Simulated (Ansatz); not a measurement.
# singlet SiNH4O+ at 6 levels

We compute a comparison of 6 runs (HF/3-21G, B3LYP/6-31G*, B3LYP/6-311+G**, SVWN5/6-311+G**, MP2/6-311+G**, CCSD(T)/6-311+G**) of singlet SiNH4O+. 

The calculation is run with Ansatz 0.2.0.

53 further runs of the same task are left out: 53 set aside as unsound or not needed.

## (1) The system as given

SiNH4O+ has 7 atoms, charge +1, and is taken as a singlet. SMILES of the parent species: `N[SiH]O`. Geometry: relaxed at PBE0-D4/def2-TZVP. This is one conformer, not always the lowest. That shape belongs to the parent species and isn't relaxed for this state.

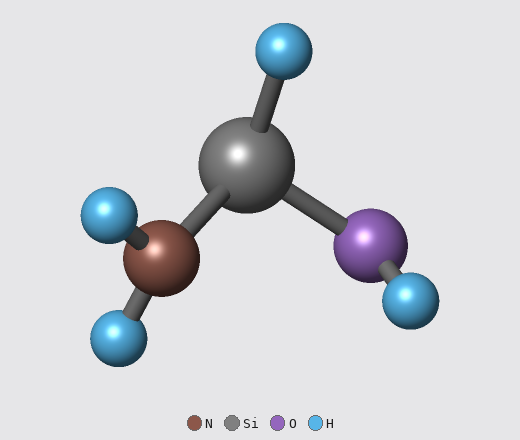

Viewed from a chosen angle; nitrogen brown, silicon grey, oxygen purple, hydrogen blue.

## (2) A single-point energy at HF/3-21G (run 1)

Input file molecule.yaml:

```yaml
crystal:
  periodic: [false, false, false]
  atoms:
    - {symbol: N, position_ang: [-0.694900, 0.548300, -0.575200]}
    - {symbol: Si, position_ang: [0.293100, 0.159000, 0.781300]}
    - {symbol: O, position_ang: [1.622900, -0.672400, 0.270300]}
    - {symbol: H, position_ang: [-0.355900, 1.168100, -1.294800]}
    - {symbol: H, position_ang: [-1.685800, 0.673200, -0.432900]}
    - {symbol: H, position_ang: [-0.599100, -0.661900, 1.664700]}
    - {symbol: H, position_ang: [1.480900, -1.282400, -0.459000]}
basis:
  gaussian:
    orbitals: 3-21G.json
total_charge: 1
hamiltonian:
  xc: hf
accuracy: high
output: {orbitals: {seedname: orbitals}}
```

The basis set 3-21G is read from a file made from the Basis Set Exchange's data (not shown).

On the command line:

```
$ ansatz run molecule.yaml --threads 1 --pin off --max-ram 3480MiB --events-out events.jsonl --progress --plain --runs-dir runs
```

The program printed:

```text
Warning: RAYON_NUM_THREADS=1 ignored (pool sized by the plan → 1); use --threads N
Functional definition: HF
  name "HF"
  exchange = exact_x
  correlation = 0
883 factors; integrals over basis functions are off by at most 3.8e-9 eV
mean field evaluation 1: about -11369.5535 eV, gradient 5.9e1 eV
mean field evaluation 2: about -11369.5525 eV, gradient 5.9e1 eV
mean field evaluation 4: about -11375.9928 eV, gradient 2.0e0 eV
mean field evaluation 8: about -11376.0155 eV, gradient 1.3e-1 eV
mean field -11376.01572877 eV, -418.0608670920 hartree, gradient 2.3e-8 eV, S^2 0.000000; 0 other end points of the search recorded, 0 dependent functions left out
reference -11376.01572877 eV, -418.0608670920 hartree; 16, 16 occupied and 23, 23 virtual orbitals, 883 factors
Total energy: -11376.01572877 eV, -418.0608670920 hartree
```

Wall time 0.24 s (1 thread of Intel Xeon 6975P-C (Granite Rapids), shared host).

## (3) The energy at B3LYP/6-31G(d) (spherical functions) (run 2)

Input file input.yaml:

```yaml
crystal:
  periodic: [false, false, false]
  atoms:
    - symbol: N
      position_ang: [-0.694900, 0.548300, -0.575200]
    - symbol: Si
      position_ang: [0.293100, 0.159000, 0.781300]
    - symbol: O
      position_ang: [1.622900, -0.672400, 0.270300]
    - symbol: H
      position_ang: [-0.355900, 1.168100, -1.294800]
    - symbol: H
      position_ang: [-1.685800, 0.673200, -0.432900]
    - symbol: H
      position_ang: [-0.599100, -0.661900, 1.664700]
    - symbol: H
      position_ang: [1.480900, -1.282400, -0.459000]
basis:
  gaussian: {orbitals: 6-31G_st_-spherical.json}
total_charge: 1
hamiltonian: {xc: {name: B3LYP}}
accuracy: high
output: {orbitals: {seedname: orbitals}}
```

The basis set 6-31G* is read from a file made from the Basis Set Exchange's data (not shown).

On the command line:

```
$ ansatz run input.yaml --threads 1 --pin off --max-ram 3480MiB --events-out events.jsonl --progress --plain --runs-dir runs
```

The program printed:

```text
Warning: RAYON_NUM_THREADS=1 ignored (pool sized by the plan → 1); use --threads N
Functional definition: B3LYP
  name "B3LYP"
  parameter a0 = 0.2
  parameter ax = 0.72
  parameter ac = 0.81
  exchange = (1 - a0 - ax)*slater_x + ax*b88_x + a0*exact_x
  correlation = (1 - ac)*vwn_rpa_c + ac*lyp_c
1209 factors; integrals over basis functions are off by at most 3.9e-9 eV
mean field evaluation 1: about -11450.7897 eV, gradient 1.0e2 eV
mean field evaluation 2: about -11381.5171 eV, gradient 1.8e2 eV
mean field evaluation 4: about -11471.8649 eV, gradient 1.0e1 eV
mean field evaluation 8: about -11472.1722 eV, gradient 2.4e-1 eV
mean field evaluation 16: about -11472.1678 eV, gradient 1.2e-5 eV
mean field -11472.16783227 eV, -421.5943917213 hartree, gradient 8.0e-8 eV, S^2 0.000000; 0 other end points of the search recorded, 0 dependent functions left out
reference -11472.16786479 eV, -421.5943929163 hartree; 16, 16 occupied and 38, 38 virtual orbitals, 1209 factors
Total energy: -11472.16786479 eV, -421.5943929163 hartree
```

Run time: 1.7 s. Hardware: 1 thread of Intel Xeon 6975P-C (Granite Rapids), shared host; peak memory 0.16 GiB.

Run 3 isn't shown in full; the table further down has it.

## (4) The energy at SVWN5/6-311+G(d,p) (run 4)

Input file in.yaml:

```yaml
basis:
  gaussian:
    orbitals: 6-311+G_st__st_-spherical.json
crystal:
  periodic: [false, false, false]
  atoms:
    - {symbol: N, position_ang: [-0.694900, 0.548300, -0.575200]}
    - {symbol: Si, position_ang: [0.293100, 0.159000, 0.781300]}
    - {symbol: O, position_ang: [1.622900, -0.672400, 0.270300]}
    - {symbol: H, position_ang: [-0.355900, 1.168100, -1.294800]}
    - {symbol: H, position_ang: [-1.685800, 0.673200, -0.432900]}
    - {symbol: H, position_ang: [-0.599100, -0.661900, 1.664700]}
    - {symbol: H, position_ang: [1.480900, -1.282400, -0.459000]}
total_charge: 1
hamiltonian:
  xc: {name: SVWN5}
accuracy: high
output: {orbitals: {seedname: orbitals}}
```

The basis set 6-311+G** is read from a file made from the Basis Set Exchange's data (not shown).

On the command line:

```
$ ansatz run in.yaml --threads 1 --pin off --max-ram 3480MiB --events-out events.jsonl --progress --plain --runs-dir runs
```

The program printed:

```text
Warning: RAYON_NUM_THREADS=1 ignored (pool sized by the plan → 1); use --threads N
Functional definition: SVWN5
  name "SVWN5"
  exchange = slater_x
  correlation = vwn5_c
1830 factors; integrals over basis functions are off by at most 4.2e-9 eV
mean field evaluation 1: about -11383.6794 eV, gradient 1.4e2 eV
mean field evaluation 2: about -11224.2102 eV, gradient 2.5e2 eV
mean field evaluation 4: about -11410.1785 eV, gradient 5.2e1 eV
mean field evaluation 8: about -11415.3146 eV, gradient 3.5e-1 eV
mean field evaluation 16: about -11415.3100 eV, gradient 5.1e-5 eV
mean field -11415.30997440 eV, -419.5049039841 hartree, gradient 4.7e-8 eV, S^2 0.000000; 0 other end points of the search recorded, 0 dependent functions left out
reference -11415.30997984 eV, -419.5049041840 hartree; 16, 16 occupied and 82, 82 virtual orbitals, 1830 factors
Total energy: -11415.30997984 eV, -419.5049041840 hartree
```

Run time: 2 s. Hardware: 1 thread of Intel Xeon 6975P-C (Granite Rapids), shared host; peak memory 0.24 GiB.

Run 5 isn't shown in full; the table further down has it.

## (5) A single-point energy at CCSD(T)/6-311+G(d,p) (run 6)

Input file run.yaml:

```yaml
basis:
  gaussian:
    orbitals: 6-311+G_st__st_-spherical.json
crystal:
  periodic: [false, false, false]
  atoms:
    - {symbol: N, position_ang: [-0.694900, 0.548300, -0.575200]}
    - {symbol: Si, position_ang: [0.293100, 0.159000, 0.781300]}
    - {symbol: O, position_ang: [1.622900, -0.672400, 0.270300]}
    - {symbol: H, position_ang: [-0.355900, 1.168100, -1.294800]}
    - {symbol: H, position_ang: [-1.685800, 0.673200, -0.432900]}
    - {symbol: H, position_ang: [-0.599100, -0.661900, 1.664700]}
    - {symbol: H, position_ang: [1.480900, -1.282400, -0.459000]}
correlation:
  method: ccsd_t
  frozen_orbitals: {H: 0, "N": 1, O: 1, Si: 5}
accuracy: high
scf:
  omitted_lower_state_checks: [cluster_reference, increment]
total_charge: 1
```

The basis set 6-311+G** is read from a file made from the Basis Set Exchange's data (not shown).

On the command line:

```
$ ansatz run run.yaml --threads 1 --pin off --max-ram 3480MiB --events-out events.jsonl --progress --plain --runs-dir runs
```

The program printed, cut to the lines that bear on the results:

```text
Warning: RAYON_NUM_THREADS=1 ignored (pool sized by the plan → 1); use --threads N
[... 2 set-up lines as earlier in the session ...]
[...]
1830 factors; integrals over basis functions are off by at most 4.2e-9 eV
[...]
mean field -11438.77096147 eV, -420.3670793567 hartree, gradient 5.5e-8 eV, S^2 0.000000; 1 other end points of the search recorded, 0 dependent functions left out
7 core orbitals not correlated: weight in the atoms' cores, before any rotation towards them, 1.000 or more for the frozen orbitals, at most 0.000 for the correlated occupied ones
reference -11438.77096147 eV, -420.3670793567 hartree; 9, 9 occupied and 82, 82 virtual orbitals, 1830 factors
second order -13.01087832 eV of doubles, -0.00000000 eV of singles
cycle   1  -13.09631439 eV  change   -8.5e-2 eV  update   1.0e-1
[...]
cycle  25  -13.59255662 eV  change   7.0e-10 eV  update   1.8e-9
perturbative correction -0.47348261 eV, -0.0174001649 hartree
Total energy: -11452.83700070 eV, -420.8839967640 hartree
Checks for a lower state left out: cluster_reference, increment
```

It took 13 s on 1 thread of Intel Xeon 6975P-C (Granite Rapids), shared host; peak memory 0.69 GiB.

## (6) The series

```csv
run,level,frozen core orbitals,energy (Eh),HOMO energy (eV),LUMO energy (eV),HOMO–LUMO gap (eV),wall time
1,HF/3-21G,–,-418.060867,-17.88,-6.72,11.17,0.24 s
2,B3LYP/6-31G* (spherical functions),–,-421.594393,-14.52,-10.11,4.41,1.7 s
3,B3LYP/6-311+G**,–,-421.679312,-14.72,-10.30,4.43,3.6 s
4,SVWN5/6-311+G**,–,-419.504904,-13.76,-10.97,2.79,2 s
5,MP2/6-311+G**,7,-420.845220,–,–,–,1.8 s
6,CCSD(T)/6-311+G**,7,-420.883997,–,–,–,13 s
```

## (7) Outcome

| quantity | value |
| --- | --- |
| run 6: total energy | -420.88400 Eh |
| run 6: correlation energy (7 core orbitals frozen) | -516.9 mEh |
| run 6: (T) correction | -17.40 mEh |
| run 6: T1 diagnostic | 0.023 |

**Reading.** Over runs 1, 2, 3, 4 the HOMO–LUMO gap runs from 2.79 eV (SVWN5/6-311+G**) to 11.17 eV (HF/3-21G). The two ends differ in method and basis. Totals of different functionals can't be ranked against each other. All runs together took 22 s, the longest 13 s.
